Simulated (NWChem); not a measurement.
# CH3BBr (SMILES C[B]Br) at 4 levels

Wanted: a comparison of 4 runs (UHF/STO-3G, UHF/3-21G, UB3LYP/6-31G*) of CH3BBr. 

Program for the calculation: NWChem 7.3.0.

### 1 Starting point

CH3BBr: 6 atoms, total charge 0, spin state doublet. As SMILES, `C[B]Br`. The coordinates come from a PBE0-D4/def2-TZVP relaxation.

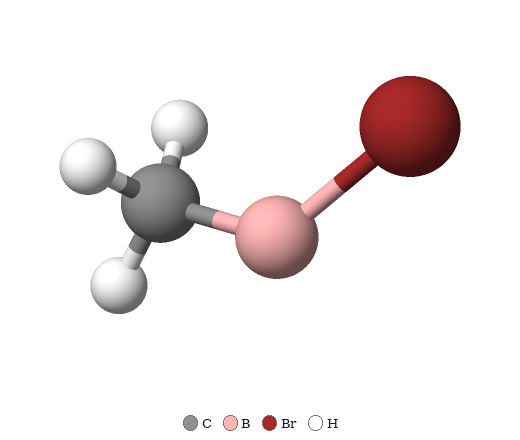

Viewed from a chosen angle; carbon grey, boron pink, bromine red, hydrogen white.

### 2 Energy and forces at UHF/STO-3G (run 1)

nw.xyz

```xyz
6

C     -0.320400     0.337300    -0.311000
B      0.157600    -1.056200     0.144200
Br     1.616800    -1.419300     1.288500
H     -1.026400     0.687700     0.455600
H      0.485000     1.076000    -0.369800
H     -0.870300     0.310400    -1.253600
```

run.py

```python
from ase.io import read
from ase.calculators.nwchem import NWChem

mol = read('nw.xyz')

calc = NWChem(
    label='nw',
    theory='scf',
    memory='2200 mb',
    basis='STO-3G',
    basispar='spherical bse',
    scf={'nopen': '1', 'uhf': None, 'thresh': '1e-08', 'maxiter': '80'},
)
mol.calc = calc

forces = mol.get_forces()
e = mol.get_potential_energy()
print(f"E = {e:.6f} eV")
print("forces (eV/A):")
for s, f in zip(mol.symbols, forces):
    print(f"{s:2s} {f[0]:10.5f} {f[1]:10.5f} {f[2]:10.5f}")
```

On the command line:

```bash
export ASE_NWCHEM_COMMAND="nwchem PREFIX.nwi > PREFIX.nwo"
python run.py
```

Log:

```text
E = -70971.623388 eV
forces (eV/A):
C    -0.44218    1.10789    0.07009
B     0.56415   -1.04073    0.39739
Br   -0.29717    0.11914   -0.23670
H     0.28071   -0.03008   -0.35168
H    -0.37019   -0.21160   -0.10650
H     0.26467    0.05538    0.22734
```

The calculator wrote nw.nwi:

```
title "nw"

permanent_dir nw

scratch_dir nw

start nw

geometry units angstrom nocenter noautosym noautoz
  C  -3.2040000000000002e-01 3.3729999999999999e-01 -3.1100000000000000e-01
  B  1.5759999999999999e-01 -1.0562000000000000e+00 1.4419999999999999e-01
  Br 1.6168000000000000e+00 -1.4193000000000000e+00 1.2885000000000000e+00
  H  -1.0264000000000000e+00 6.8769999999999998e-01 4.5560000000000000e-01
  H  4.8499999999999999e-01 1.0760000000000001e+00 -3.6980000000000002e-01
  H  -8.7029999999999996e-01 3.1040000000000001e-01 -1.2536000000000000e+00
end

memory 2200 mb

basis spherical bse noprint
   * library STO-3G
end

scf
  nopen 1
  uhf
  thresh 1e-08
  maxiter 80
end

task scf gradient
```

nw.nwo:

```text
Northwest Computational Chemistry Package (NWChem) 7.3.0
             --------------------------------------------------------

           Job information
           ---------------

    nwchem branch   = 7.3.0
    use scalapack   = T
    input           = nw.nwi
    prefix          = nw.
    data base       = nw/nw.db
    status          = startup
    nproc           =        1

           Memory information
           ------------------

    heap     =     72089600 doubles =      550.0 Mbytes
    stack    =     72089597 doubles =      550.0 Mbytes
    global   =    144179200 doubles =     1100.0 Mbytes (distinct from heap & stack)
    total    =    288358397 doubles =     2200.0 Mbytes
    verify   = yes
    hardfail = no

           Directory information
           ---------------------

  0 permanent = nw
  0 scratch   = nw

                                NWChem Input Module
                                -------------------

                                        nw
                                        --

[... 27 lines left out ...]
            Nuclear Dipole moment (a.u.)
[... 83 lines left out ...]
 1-e energy   =   -3895.712877
[... 7 lines left out ...]
         Quadratically convergent UHF
[... 15 lines left out ...]
       Final UHF  results
[... 3 lines left out ...]
      One electron energy =  -3895.662040226017
[... 1 line left out ...]
 Nuclear repulsion energy =    124.569615097729
[... 43 lines left out ...]
          Final beta eigenvalues
[... 174 lines left out ...]
                     UHF Final Beta Molecular Orbital Analysis
[... 209 lines left out ...]
                              NWChem Gradients Module
                              -----------------------

                                        nw

  wavefunction    =   UHF

                         UHF ENERGY GRADIENTS

    atom               coordinates                        gradient
                 x          y          z           x          y          z
   1 C      -0.605468   0.637405  -0.587705    0.008599  -0.021545  -0.001363
   2 B       0.297821  -1.995929   0.272498   -0.010971   0.020239  -0.007728
   3 Br      3.055309  -2.682088   2.434912    0.005779  -0.002317   0.004603
   4 H      -1.939615   1.299565   0.860959   -0.005459   0.000585   0.006839
   5 H       0.916517   2.033345  -0.698821    0.007199   0.004115   0.002071
   6 H      -1.644629   0.586571  -2.368960   -0.005147  -0.001077  -0.004421

                 ----------------------------------------
                 |  Time  |  1-e(secs)   |  2-e(secs)   |
                 ----------------------------------------
                 |  CPU   |       0.00   |       0.75   |
                 ----------------------------------------
                 |  WALL  |       0.00   |       0.75   |
                 ----------------------------------------

 Task  times  cpu:        3.2s     wall:        3.2s
 Total times  cpu:        3.2s     wall:        3.2s
```

Wall time 4.2 s (1 thread of Intel Xeon Platinum 8375C at 2.90GHz (Ice Lake), shared host); peak memory 0.1 GiB.

### 3 Energy and forces at UHF/3-21G (run 2)

job.nw

```
start job
memory 2200 mb

geometry units angstrom noautosym nocenter noautoz
C     -0.320400     0.337300    -0.311000
B      0.157600    -1.056200     0.144200
Br     1.616800    -1.419300     1.288500
H     -1.026400     0.687700     0.455600
H      0.485000     1.076000    -0.369800
H     -0.870300     0.310400    -1.253600
end

basis "ao basis" spherical bse
* library 3-21G
end

scf
nopen 1
uhf
thresh 1e-08
maxiter 80
print low
end

task scf gradient
```

On the command line:

```bash
nwchem job.nw > job.out
```

Log:

```text
[...]
  functions       =    46
[...]
  wavefunction    = UHF
[...]
         Total SCF energy =  -2623.961043277796
      One electron energy =  -3903.493708045015
      Two electron energy =   1154.963049669490
 Nuclear repulsion energy =    124.569615097730
                       Sz =      0.5000
                 Sz(Sz+1) =      0.7500
                      S^2 =      0.7535
[...]
                         UHF ENERGY GRADIENTS
    atom               coordinates                        gradient
                 x          y          z           x          y          z
   1 C      -0.605468   0.637405  -0.587705    0.004660  -0.011594   0.001801
   2 B       0.297821  -1.995929   0.272498    0.014310   0.005028   0.012365
   3 Br      3.055309  -2.682088   2.434912   -0.018488   0.005188  -0.014531
   4 H      -1.939615   1.299565   0.860959   -0.002002  -0.000867   0.003266
   5 H       0.916517   2.033345  -0.698821    0.004849   0.002711   0.000893
   6 H      -1.644629   0.586571  -2.368960   -0.003329  -0.000465  -0.003795
 Task  times  cpu:        3.8s     wall:        3.8s
 Total times  cpu:        3.8s     wall:        3.8s
```

It took 4.5 s on 1 thread of Intel Xeon Platinum 8375C at 2.90GHz (Ice Lake), shared host; peak memory 0.1 GiB.

### 4 Energy and forces at UB3LYP/6-31G(d) (spherical functions) (run 3)

run.py

```python
from ase import Atoms
from ase.calculators.nwchem import NWChem

mol = Atoms(['C', 'B', 'Br', 'H', 'H', 'H'], positions=[
    [-0.320400, 0.337300, -0.311000],
    [0.157600, -1.056200, 0.144200],
    [1.616800, -1.419300, 1.288500],
    [-1.026400, 0.687700, 0.455600],
    [0.485000, 1.076000, -0.369800],
    [-0.870300, 0.310400, -1.253600],
])

calc = NWChem(
    label='test',
    theory='dft',
    memory='2200 mb',
    basis='6-31G*',
    basispar='spherical bse',
    dft={'xc': 'b3lyp', 'mult': '2', 'grid': 'xfine', 'convergence': 'energy 1e-08', 'iterations': '100', 'mulliken': None},
)
mol.calc = calc

forces = mol.get_forces()
print("Total energy (eV):", round(mol.get_potential_energy(), 6))
print("forces (eV/A):")
for s, f in zip(mol.symbols, forces):
    print(f"{s:2s} {f[0]:10.5f} {f[1]:10.5f} {f[2]:10.5f}")
```

On the command line:

```bash
export ASE_NWCHEM_COMMAND="nwchem PREFIX.nwi > PREFIX.nwo"
python run.py
```

Log:

```text
Total energy (eV): -71799.955961
forces (eV/A):
C    -0.05127    0.13750    0.00237
B    -0.25798   -0.22682   -0.19880
Br    0.37214   -0.10295    0.29331
H    -0.07199    0.06309    0.05497
H     0.06016    0.11056   -0.03733
H    -0.05106    0.01861   -0.11452
```

The calculator wrote test.nwi:

```
title "test"

permanent_dir test

scratch_dir test

start test

geometry units angstrom nocenter noautosym noautoz
  C  -3.2040000000000002e-01 3.3729999999999999e-01 -3.1100000000000000e-01
  B  1.5759999999999999e-01 -1.0562000000000000e+00 1.4419999999999999e-01
  Br 1.6168000000000000e+00 -1.4193000000000000e+00 1.2885000000000000e+00
  H  -1.0264000000000000e+00 6.8769999999999998e-01 4.5560000000000000e-01
  H  4.8499999999999999e-01 1.0760000000000001e+00 -3.6980000000000002e-01
  H  -8.7029999999999996e-01 3.1040000000000001e-01 -1.2536000000000000e+00
end

memory 2200 mb

basis spherical bse noprint
   * library 6-31G*
end

dft
  xc b3lyp
  mult 2
  grid xfine
  convergence energy 1e-08
  iterations 100
  mulliken
end

task dft gradient
```

test.nwo:

```text
Northwest Computational Chemistry Package (NWChem) 7.3.0
             --------------------------------------------------------

           Job information
           ---------------

    nwchem branch   = 7.3.0
    use scalapack   = T
    input           = test.nwi
    prefix          = test.
    data base       = test/test.db
    status          = startup
    nproc           =        1

           Memory information
           ------------------

    heap     =     72089600 doubles =      550.0 Mbytes
    stack    =     72089597 doubles =      550.0 Mbytes
    global   =    144179200 doubles =     1100.0 Mbytes (distinct from heap & stack)
    total    =    288358397 doubles =     2200.0 Mbytes
    verify   = yes
    hardfail = no

           Directory information
           ---------------------

  0 permanent = test
  0 scratch   = test

                                NWChem Input Module
                                -------------------

                                       test
                                       ----

[... 27 lines left out ...]
            Nuclear Dipole moment (a.u.)
[... 80 lines left out ...]
          Convergence on energy requested:  1.00D-08
[... 25 lines left out ...]
          Spatial weights used:  Erf1
[... 4 lines left out ...]
          total energy or number of iterations.
[... 28 lines left out ...]
 2-e energy   =    1151.713663
[... 62 lines left out ...]
      One electron energy =    -3915.223159932233
[... 2 lines left out ...]
 Nuclear repulsion energy =      124.569615097729
[... 1069 lines left out ...]
          Convergence on energy requested:  1.00D-08
[... 25 lines left out ...]
          Spatial weights used:  Erf1
[... 4 lines left out ...]
          total energy or number of iterations.
[... 18 lines left out ...]
                            NWChem DFT Gradient Module
                            --------------------------

                                       test

  charge          =   0.00
  wavefunction    = open shell

                         DFT ENERGY GRADIENTS

    atom               coordinates                        gradient
                 x          y          z           x          y          z
   1 C      -0.605468   0.637405  -0.587705    0.000997  -0.002674  -0.000046
   2 B       0.297821  -1.995929   0.272498    0.005017   0.004411   0.003866
   3 Br      3.055309  -2.682088   2.434912   -0.007237   0.002002  -0.005704
   4 H      -1.939615   1.299565   0.860959    0.001400  -0.001227  -0.001069
   5 H       0.916517   2.033345  -0.698821   -0.001170  -0.002150   0.000726
   6 H      -1.644629   0.586571  -2.368960    0.000993  -0.000362   0.002227

                 ----------------------------------------
                 |  Time  |  1-e(secs)   |  2-e(secs)   |
                 ----------------------------------------
                 |  CPU   |       0.00   |       5.21   |
                 ----------------------------------------
                 |  WALL  |       0.00   |       5.21   |
                 ----------------------------------------

 Task  times  cpu:       35.3s     wall:       35.3s
 Total times  cpu:       35.3s     wall:       35.3s
```

Run time: 36 s. Hardware: 1 thread of Intel Xeon Platinum 8375C at 2.90GHz (Ice Lake), shared host; peak memory 0.13 GiB.

### 5 Energy and gradient at UB3LYP/6-31G(d) (Cartesian functions) (run 4)

ch3bbr.xyz

```xyz
6
CH3BBr
C     -0.320400     0.337300    -0.311000
B      0.157600    -1.056200     0.144200
Br     1.616800    -1.419300     1.288500
H     -1.026400     0.687700     0.455600
H      0.485000     1.076000    -0.369800
H     -0.870300     0.310400    -1.253600
```

run.py

```python
from ase.io import read
from ase.calculators.nwchem import NWChem

mol = read('ch3bbr.xyz')

calc = NWChem(
    label='ch3bbr',
    theory='dft',
    memory='2200 mb',
    basis='6-31G*',
    dft={'xc': 'b3lyp', 'mult': '2', 'grid': 'xfine', 'convergence': 'energy 1e-08', 'iterations': '100', 'mulliken': None},
)
mol.calc = calc

forces = mol.get_forces()
print(f"energy = {mol.get_potential_energy():.6f} eV")
print("forces (eV/A):")
for s, f in zip(mol.symbols, forces):
    print(f"{s:2s} {f[0]:10.5f} {f[1]:10.5f} {f[2]:10.5f}")
```

On the command line:

```bash
export ASE_NWCHEM_COMMAND="nwchem PREFIX.nwi > PREFIX.nwo"
python run.py
```

Log:

```text
energy = -71800.220082 eV
forces (eV/A):
C    -0.05240    0.13133    0.00339
B    -0.26493   -0.21433   -0.20523
Br    0.37806   -0.10614    0.29815
H    -0.06983    0.06202    0.05260
H     0.05821    0.10819   -0.03738
H    -0.04916    0.01892   -0.11148
```

The calculator wrote ch3bbr.nwi:

```
title "ch3bbr"

permanent_dir ch3bbr

scratch_dir ch3bbr

start ch3bbr

geometry units angstrom nocenter noautosym noautoz
  C  -3.2040000000000002e-01 3.3729999999999999e-01 -3.1100000000000000e-01
  B  1.5759999999999999e-01 -1.0562000000000000e+00 1.4419999999999999e-01
  Br 1.6168000000000000e+00 -1.4193000000000000e+00 1.2885000000000000e+00
  H  -1.0264000000000000e+00 6.8769999999999998e-01 4.5560000000000000e-01
  H  4.8499999999999999e-01 1.0760000000000001e+00 -3.6980000000000002e-01
  H  -8.7029999999999996e-01 3.1040000000000001e-01 -1.2536000000000000e+00
end

memory 2200 mb

basis noprint
   * library 6-31G*
end

dft
  xc b3lyp
  mult 2
  grid xfine
  convergence energy 1e-08
  iterations 100
  mulliken
end

task dft gradient
```

ch3bbr.nwo:

```text
Northwest Computational Chemistry Package (NWChem) 7.3.0
             --------------------------------------------------------

           Job information
           ---------------

    nwchem branch   = 7.3.0
    use scalapack   = T
    input           = ch3bbr.nwi
    prefix          = ch3bbr.
    data base       = ch3bbr/ch3bbr.db
    status          = startup
    nproc           =        1

           Memory information
           ------------------

    heap     =     72089600 doubles =      550.0 Mbytes
    stack    =     72089597 doubles =      550.0 Mbytes
    global   =    144179200 doubles =     1100.0 Mbytes (distinct from heap & stack)
    total    =    288358397 doubles =     2200.0 Mbytes
    verify   = yes
    hardfail = no

           Directory information
           ---------------------

  0 permanent = ch3bbr
  0 scratch   = ch3bbr

                                NWChem Input Module
                                -------------------

                                      ch3bbr
                                      ------

[... 27 lines left out ...]
            Nuclear Dipole moment (a.u.)
[... 80 lines left out ...]
          Convergence on energy requested:  1.00D-08
[... 25 lines left out ...]
          Spatial weights used:  Erf1
[... 4 lines left out ...]
          total energy or number of iterations.
[... 28 lines left out ...]
 2-e energy   =    1151.713661
[... 62 lines left out ...]
      One electron energy =    -3915.109496988440
[... 2 lines left out ...]
 Nuclear repulsion energy =      124.569615097729
[... 1135 lines left out ...]
          Convergence on energy requested:  1.00D-08
[... 25 lines left out ...]
          Spatial weights used:  Erf1
[... 4 lines left out ...]
          total energy or number of iterations.
[... 18 lines left out ...]
                            NWChem DFT Gradient Module
                            --------------------------

                                      ch3bbr

  charge          =   0.00
  wavefunction    = open shell

                         DFT ENERGY GRADIENTS

    atom               coordinates                        gradient
                 x          y          z           x          y          z
   1 C      -0.605468   0.637405  -0.587705    0.001019  -0.002554  -0.000066
   2 B       0.297821  -1.995929   0.272498    0.005152   0.004168   0.003991
   3 Br      3.055309  -2.682088   2.434912   -0.007352   0.002064  -0.005798
   4 H      -1.939615   1.299565   0.860959    0.001358  -0.001206  -0.001023
   5 H       0.916517   2.033345  -0.698821   -0.001132  -0.002104   0.000727
   6 H      -1.644629   0.586571  -2.368960    0.000956  -0.000368   0.002168

                 ----------------------------------------
                 |  Time  |  1-e(secs)   |  2-e(secs)   |
                 ----------------------------------------
                 |  CPU   |       0.00   |       5.31   |
                 ----------------------------------------
                 |  WALL  |       0.00   |       5.31   |
                 ----------------------------------------

 Task  times  cpu:       38.6s     wall:       38.6s
 Total times  cpu:       38.6s     wall:       38.6s
```

It took 40 s on 1 thread of Intel Xeon Platinum 8375C at 2.90GHz (Ice Lake), shared host; peak memory 0.14 GiB.

### 6 All runs side by side

| run | level | iteration cap | module | energy (Eh) | dipole moment (D) | HOMO energy (eV) | LUMO energy (eV) | wall time |
| --- | --- | --- | --- | --- | --- | --- | --- | --- |
| 1 | UHF/STO-3G | 80 | scf | -2608.159074 | 1.44 | -6.82 | 6.31 | 4.2 s |
| 2 | UHF/3-21G | 80 | scf | -2623.961043 | – | – | – | 4.5 s |
| 3 | UB3LYP/6-31G* (spherical functions) | 100 | dft | -2638.599735 | 1.52 | -5.22 | -1.45 | 36 s |
| 4 | UB3LYP/6-31G* (Cartesian functions) | 100 | dft | -2638.609442 | 1.52 | -5.23 | -1.45 | 40 s |

### 7 Summary of results

| quantity | value |
| --- | --- |
| run 4: total energy | -2638.60944 Eh |
| run 4: dipole moment | 1.52 D |
| run 4: HOMO energy (highest over α and β) | -5.23 eV |
| run 4: LUMO energy (lowest over α and β) | -1.45 eV |
| run 4: ⟨S²⟩ | 0.752 |
| run 4: largest force on an atom | 0.493 eV/Å |

In words: Over runs 1, 3, 4 the dipole moment (its size) runs from 1.44 D (UHF/STO-3G) to 1.52 D (UB3LYP/6-31G*). The two ends differ in method and basis. In run 1 the basis is minimal, so the values are rough. All runs together took 85 s, the longest 40 s.
